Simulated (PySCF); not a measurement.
C8H8OS

```yaml
atoms:
  - { symbol: C, position_ang: [3.0512, -0.4869, 0.6006] }
  - { symbol: C, position_ang: [2.3210, 0.3503, -0.1010] }
  - { symbol: S, position_ang: [1.3819, -0.2516, -1.5413] }
  - { symbol: O, position_ang: [1.5965, -1.6973, -1.5896] }
  - { symbol: C, position_ang: [-0.1944, 0.0072, -0.6514] }
  - { symbol: C, position_ang: [-0.8249, -1.0803, -0.0802] }
  - { symbol: C, position_ang: [-2.0191, -0.8957, 0.5947] }
  - { symbol: C, position_ang: [-2.5709, 0.3718, 0.6862] }
  - { symbol: C, position_ang: [-1.9360, 1.4557, 0.0999] }
  - { symbol: C, position_ang: [-0.7418, 1.2755, -0.5770] }
  - { symbol: H, position_ang: [3.0755, -1.5280, 0.3163] }
  - { symbol: H, position_ang: [3.6328, -0.1936, 1.4582] }
  - { symbol: H, position_ang: [2.2243, 1.4073, 0.0794] }
  - { symbol: H, position_ang: [-0.3701, -2.0551, -0.1778] }
  - { symbol: H, position_ang: [-2.5185, -1.7395, 1.0468] }
  - { symbol: H, position_ang: [-3.5026, 0.5161, 1.2128] }
  - { symbol: H, position_ang: [-2.3733, 2.4407, 0.1675] }
  - { symbol: H, position_ang: [-0.2404, 2.1098, -1.0449] }
```

Geometry: GFN2-xTB.

Theory: PBE0/pcSseg-1, SCF density, in a chloroform solvent model, non-relativistic (PySCF).

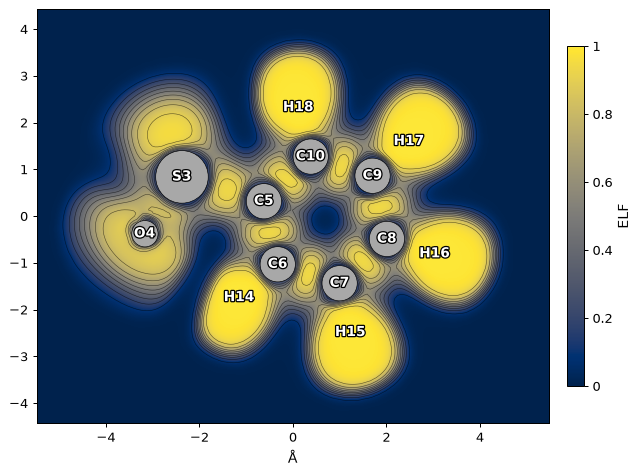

Figure 1. ELF on the plane of atoms C9, C10 and H18. Grey discs cover the atomic cores.

Q: What does the map show?

A: The plane passes through S, O, C and H nuclei.
S–O (1.46 Å): the ELF peaks at about 0.80 between the atoms: a polar covalent bond.
C–S (1.83 Å): the ELF peaks at about 0.95 between the atoms, as expected for localised, covalent bonding.
C–H (1.08 Å): the ELF climbs to about 1 towards the hydrogen, as it does in any bond to H: an ordinary covalent bond to hydrogen.
C–C (1.38 Å): the ELF peaks at about 0.95 between the atoms (a covalent bond).
The ELF also peaks beside O4 and S3, away from the bonds: lone-pair regions.

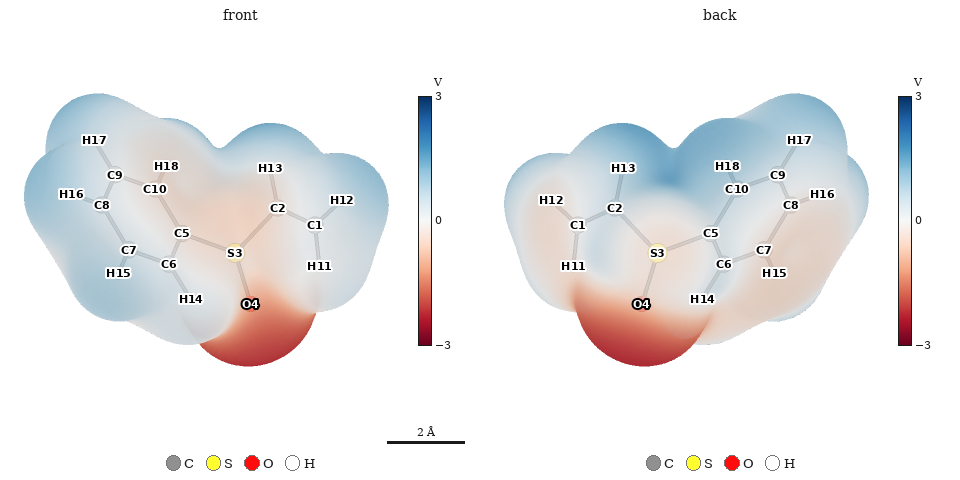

Figure 2. The molecular electrostatic potential painted on the density surface at 0.002 e/bohr³, seen from the front and from behind; red is negative and blue positive.

Q: Which sites attract a positive test charge, and which a negative one?

A: A positive charge is drawn to the negative regions and a negative charge to the positive ones. The most negative region (about −2.2 V) lies over O4, the most positive (about +1.6 V) over C2, S3, H13 and H18. O4 is the likeliest acceptor of a hydrogen bond.

Q: What dipole moment does the calculation give?

A: Its dipole moment is 4.41 D.
